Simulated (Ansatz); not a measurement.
# CH6Sn (SMILES [CH3][SnH3]), step by step

Aim: a series of 10 runs (HF/STO-3G, UHF/STO-3G, HF/3-21G, UHF/3-21G, PBE/def2-SVP) of CH6Sn. 

Program for the calculation: Ansatz 0.2.0.

### Step 1. The system as given

CH6Sn: 8 atoms, total charge 0, spin state singlet. As SMILES, `[CH3][SnH3]`. The shape is that of a PBE0-D4/def2-TZVP optimisation. The run starts from this shape.

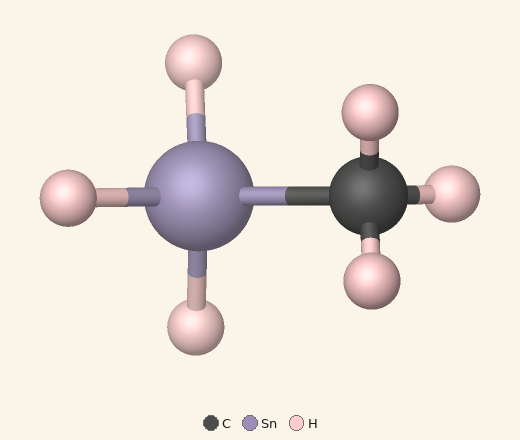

The structure, seen from a chosen angle (carbon dark grey, tin purple, hydrogen pink).

### Step 2. A geometry optimisation at HF/STO-3G (start density atoms) (run 1)

Input file input.yaml:

```yaml
crystal:
  periodic: [false, false, false]
  atoms:
    - {symbol: C, position_ang: [1.094500, 0.367400, -0.110600]}
    - {symbol: Sn, position_ang: [-0.919400, -0.329100, 0.082100]}
    - {symbol: H, position_ang: [1.300500, 0.627700, -1.148800]}
    - {symbol: H, position_ang: [1.789300, -0.411200, 0.204000]}
    - {symbol: H, position_ang: [1.244600, 1.249200, 0.512300]}
    - {symbol: H, position_ang: [-2.012000, 0.886800, -0.417500]}
    - {symbol: H, position_ang: [-1.156700, -1.716400, -0.887800]}
    - {symbol: H, position_ang: [-1.248700, -0.731500, 1.710400]}
basis:
  gaussian: {orbitals: STO-3G}
output: {orbitals: {seedname: orbitals}}
relax: {f_tol: 0.002}
hamiltonian: {xc: hf}
magnetization: {spin_polarized: false}
```

Launch:

```
$ ansatz run input.yaml --threads 1 --pin off --max-ram 3480MiB --events-out events.jsonl --progress --plain --runs-dir runs
```

Output:

```text
Warning: RAYON_NUM_THREADS=1 ignored (pool sized by the plan → 1); use --threads N
The last accepted step is kept in runs//last_step.txt (removed where the run ends without a failure and the disk answers)
[... 49 lines left out ...]
Total energy: -163382.88436049 eV, -6004.2102553515 hartree
[... 8 lines left out ...]
Dipole moment:    -0.037945    -0.013145     0.003644 e Å
```

It took 6.3 s on 1 thread of Arm Neoverse V1, shared host; peak memory 0.094 GiB.

Steps, from the record of the run:

```csv
step,energy from the first frame kept (eV),largest force (eV/Å)
1,0.0000,1.3549
2,-0.0165,1.5718
3,-0.1860,0.2564
4,-0.1891,0.0237
5,-0.1891,0.0034
6,-0.1891,0.0004
```

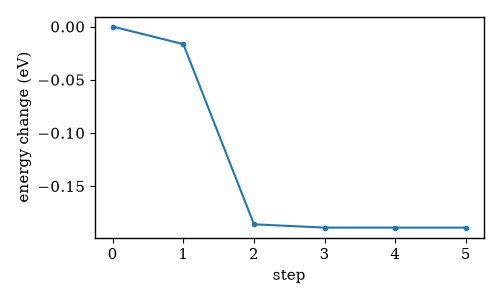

Energy along the run.

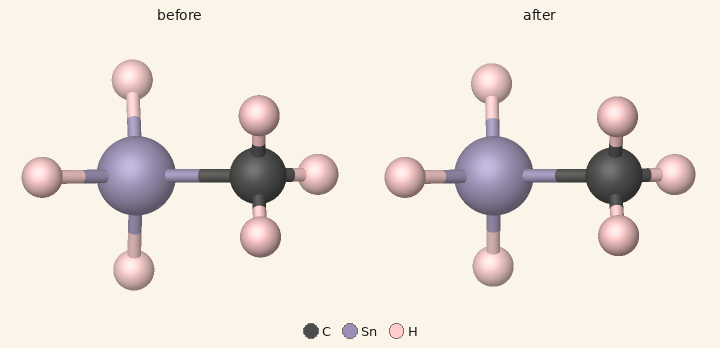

Before and after, at one scale.

After the run. Bond lengths: C1–Sn2 2.113 Å, C1–H3 1.082 Å, C1–H4 1.082 Å, C1–H5 1.082 Å, Sn2–H6 1.632 Å, Sn2–H7 1.632 Å, Sn2–H8 1.632 Å. Some angles: C1–Sn2–H6 109.2°, C1–Sn2–H7 109.2°, C1–Sn2–H8 109.2°, Sn2–C1–H3 111.8°, Sn2–C1–H4 111.8°, Sn2–C1–H5 111.8°, H6–Sn2–H7 109.7°, H6–Sn2–H8 109.7°, H7–Sn2–H8 109.7°, H3–C1–H4 107.0°.

### Step 3. The harmonic vibrations at HF/STO-3G (start density atoms) (run 2)

Input file run.yaml:

```yaml
crystal:
  periodic: [false, false, false]
  atoms:
    - {symbol: C, position_ang: [1.053646, 0.353287, -0.106728]}
    - {symbol: Sn, position_ang: [-0.935261, -0.334594, 0.083634]}
    - {symbol: H, position_ang: [1.291028, 0.618432, -1.128409]}
    - {symbol: H, position_ang: [1.769546, -0.397387, 0.200615]}
    - {symbol: H, position_ang: [1.234867, 1.231182, 0.499032]}
    - {symbol: H, position_ang: [-1.958664, 0.842363, -0.397175]}
    - {symbol: H, position_ang: [-1.137799, -1.656942, -0.851309]}
    - {symbol: H, position_ang: [-1.225264, -0.713441, 1.644440]}
basis:
  gaussian: {orbitals: STO-3G}
phonons: {temperatures: {t_min: 298.15, t_max: 298.15, t_step: 1}}
hamiltonian: {xc: hf}
```

Launch:

```
$ ansatz run run.yaml --threads 1 --pin off --max-ram 3480MiB --events-out events.jsonl --progress --plain --runs-dir runs
```

Output:

```text
Warning: RAYON_NUM_THREADS=1 ignored (pool sized by the plan → 1); use --threads N
[... 263 lines left out ...]
Total energy: -163382.88436788 eV, -6004.2102556231 hartree
[... 8 lines left out ...]
Dipole moment:    -0.037944    -0.013145     0.003645 e Å
Vibrations: 112.40 548.18 548.18 619.00 903.87 939.00 939.01 988.62 988.63 1643.46 1870.26 1870.28 2265.69 2265.70 2300.12 3561.59 3743.99 3744.01 cm⁻¹, zero-point energy 1.850586 eV
```

It took 35 s on 1 thread of Arm Neoverse V1, shared host; peak memory 0.094 GiB.

Runs 3 to 8 aren't shown in full; the table further down has their settings and results.

### Step 4. A geometry optimisation at PBE/def2-SVP (core potential, start density atoms) (run 9)

Input file molecule.yaml:

```yaml
crystal:
  periodic: [false, false, false]
  atoms:
    - {symbol: C, position_ang: [1.094500, 0.367400, -0.110600]}
    - {symbol: Sn, position_ang: [-0.919400, -0.329100, 0.082100]}
    - {symbol: H, position_ang: [1.300500, 0.627700, -1.148800]}
    - {symbol: H, position_ang: [1.789300, -0.411200, 0.204000]}
    - {symbol: H, position_ang: [1.244600, 1.249200, 0.512300]}
    - {symbol: H, position_ang: [-2.012000, 0.886800, -0.417500]}
    - {symbol: H, position_ang: [-1.156700, -1.716400, -0.887800]}
    - {symbol: H, position_ang: [-1.248700, -0.731500, 1.710400]}
basis:
  gaussian:
    orbitals: def2-SVP
hamiltonian:
  xc: pbe
relax:
  f_tol: 0.002
output: {orbitals: {seedname: orbitals}}
```

Launch:

```
$ ansatz run molecule.yaml --threads 1 --pin off --max-ram 3480MiB --events-out events.jsonl --progress --plain --runs-dir runs
```

Output:

```text
Warning: RAYON_NUM_THREADS=1 ignored (pool sized by the plan → 1); use --threads N
[... 7 lines left out ...]
797 factors; their error is unknown
[... 9 lines left out ...]
797 factors; their error is unknown
[... 6 lines left out ...]
797 factors; their error is unknown
[... 5 lines left out ...]
797 factors; their error is unknown
[... 6 lines left out ...]
797 factors; their error is unknown
[... 4 lines left out ...]
797 factors; their error is unknown
[... 3 lines left out ...]
Total energy: -6962.56139172 eV, -255.8694117523 hartree
[... 8 lines left out ...]
Dipole moment:     0.157074     0.054325    -0.015036 e Å
```

Wall time 9.6 s (1 thread of Arm Neoverse V1, shared host); peak memory 0.1 GiB.

The path in brief:

```csv
step,energy from the first frame kept (eV),largest force (eV/Å)
1,0.0000,0.5708
2,-0.0266,0.1663
3,-0.0297,0.0211
4,-0.0297,0.0053
5,-0.0297,0.0019
```

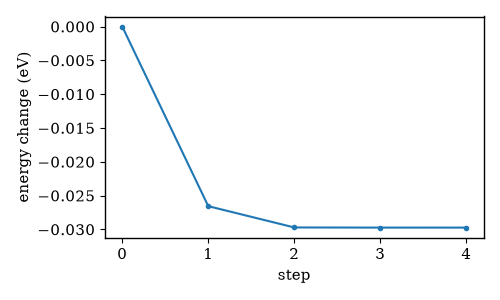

Energy along the run.

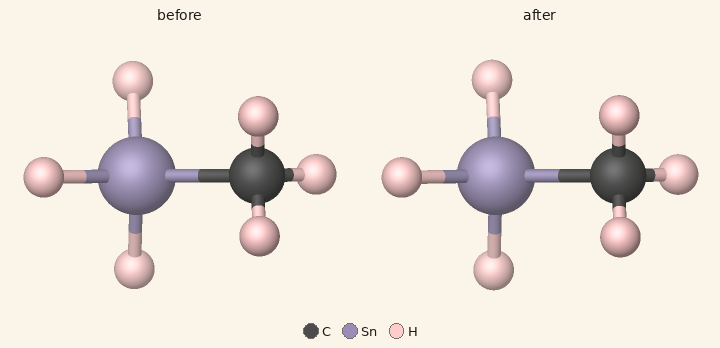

Before and after, at one scale.

After the run. Bond lengths: C1–Sn2 2.171 Å, C1–H3 1.107 Å, C1–H4 1.107 Å, C1–H5 1.107 Å, Sn2–H6 1.731 Å, Sn2–H7 1.731 Å, Sn2–H8 1.731 Å. Some angles: C1–Sn2–H6 110.1°, C1–Sn2–H7 110.1°, C1–Sn2–H8 110.1°, Sn2–C1–H3 109.8°, Sn2–C1–H4 109.8°, Sn2–C1–H5 109.8°, H6–Sn2–H7 108.8°, H6–Sn2–H8 108.8°, H7–Sn2–H8 108.8°, H3–C1–H4 109.1°.

### Step 5. The harmonic vibrations at PBE/def2-SVP (core potential, start density atoms) (run 10)

Input file molecule.yaml:

```yaml
crystal:
  periodic: [false, false, false]
  atoms:
    - symbol: C
      position_ang: [1.110906, 0.373087, -0.112204]
    - symbol: Sn
      position_ang: [-0.932721, -0.333696, 0.083374]
    - symbol: H
      position_ang: [1.318378, 0.635044, -1.167192]
    - symbol: H
      position_ang: [1.814409, -0.418274, 0.209503]
    - symbol: H
      position_ang: [1.260457, 1.269267, 0.519587]
    - symbol: H
      position_ang: [-2.039443, 0.897703, -0.421354]
    - symbol: H
      position_ang: [-1.173725, -1.737872, -0.899542]
    - symbol: H
      position_ang: [-1.266161, -0.742360, 1.731928]
basis:
  gaussian: {orbitals: def2-SVP}
hamiltonian: {xc: {name: PBE}}
phonons: {temperatures: {t_min: 298.15, t_max: 298.15, t_step: 1}}
```

Launch:

```
$ ansatz run molecule.yaml --threads 1 --pin off --max-ram 3480MiB --events-out events.jsonl --progress --plain --runs-dir runs
```

Output:

```text
Warning: RAYON_NUM_THREADS=1 ignored (pool sized by the plan → 1); use --threads N
[... 21 lines left out ...]
797 factors; their error is unknown
[... 30 lines left out ...]
797 factors; their error is unknown
[... 30 lines left out ...]
797 factors; their error is unknown
[... 31 lines left out ...]
797 factors; their error is unknown
[... 30 lines left out ...]
797 factors; their error is unknown
[... 30 lines left out ...]
797 factors; their error is unknown
[... 30 lines left out ...]
797 factors; their error is unknown
[... 25 lines left out ...]
797 factors; their error is unknown
[... 4 lines left out ...]
797 factors; their error is unknown
[... 4 lines left out ...]
797 factors; their error is unknown
[... 4 lines left out ...]
797 factors; their error is unknown
[... 5 lines left out ...]
797 factors; their error is unknown
[... 4 lines left out ...]
797 factors; their error is unknown
[... 12 lines left out ...]
Dipole moment:     0.157072     0.054327    -0.015036 e Å
Vibrations: 112.70 390.89 390.96 504.72 668.76 699.81 699.81 764.74 764.77 1164.14 1387.55 1387.58 1843.12 1855.53 1855.57 2994.06 3107.99 3108.02 cm⁻¹, zero-point energy 1.469259 eV
```

Run time: 50 s. Hardware: 1 thread of Arm Neoverse V1, shared host; peak memory 0.094 GiB.

### Step 6. Overview of the runs

```csv
run,level,task,walk f tol,partner,energy (Eh),dipole moment (D),wall time
1,HF/STO-3G (start density atoms),optimise,0.002,base,-6004.210255,0.19,6.3 s
2,HF/STO-3G (start density atoms),frequencies,–,base,-6004.210256,0.19,35 s
3,UHF/STO-3G (start density atoms),energy,–,cation,-6003.900493,–,0.76 s
4,UHF/STO-3G (start density atoms),optimise,–,cation,-6003.947686,–,7.5 s
5,HF/3-21G (start density atoms),optimise,0.002,base,-6037.791121,0.74,6.3 s
6,HF/3-21G (start density atoms),frequencies,–,base,-6037.791121,0.74,42 s
7,UHF/3-21G (start density atoms),energy,–,cation,-6037.428301,–,3.3 s
8,UHF/3-21G (start density atoms),optimise,–,cation,-6037.477492,–,12 s
9,"PBE/def2-SVP (core potential, start density atoms)",optimise,0.002,base,-255.869412,0.80,9.6 s
10,"PBE/def2-SVP (core potential, start density atoms)",frequencies,–,base,-255.869412,0.80,50 s
```

### Step 7. Outcome

| quantity | value |
| --- | --- |
| run 10, PBE/def2-SVP: total energy | -255.86941 Eh |
| run 10, PBE/def2-SVP: dipole moment | 0.80 D |
| run 10, PBE/def2-SVP: largest force on an atom | 0.002 eV/Å |
| run 10, PBE/def2-SVP: lowest harmonic wavenumber | 113 cm⁻¹ |
| run 10, PBE/def2-SVP: highest harmonic wavenumber | 3108 cm⁻¹ |
| run 10, PBE/def2-SVP: zero-point energy | 141.8 kJ/mol |
| vertical ionisation energy (to the doublet cation), HF/STO-3G | 8.429 eV |
| vertical ionisation energy (to the doublet cation), HF/3-21G | 9.873 eV |
| adiabatic ionisation energy (to the doublet cation, no zero-point term), HF/STO-3G | 7.145 eV |
| adiabatic ionisation energy (to the doublet cation, no zero-point term), HF/3-21G | 8.534 eV |

In words: At HF/STO-3G: removing an electron at fixed nuclei costs 8.43 eV (194 kcal/mol). In a minimal basis such a difference can be off by several eV, whatever the method. At HF/3-21G: the vertical ionisation energy comes to 9.87 eV (228 kcal/mol). At HF/STO-3G: the adiabatic ionisation energy (to the doublet cation, no zero-point term) is 7.14 eV (165 kcal/mol). At HF/3-21G: the adiabatic ionisation energy (to the doublet cation, no zero-point term) is 8.53 eV (823 kJ/mol). Some runs of one species differ in core potentials or relativity; totals across that change don't compare. In runs 1, 2, 3, 4 the basis is minimal, so the values are rough. In runs 1, 2, 3, 4, 5, 6, 7, 8 relativity is left out where basis or elements ask for it. All runs together took 2.9 min, the longest 50 s.
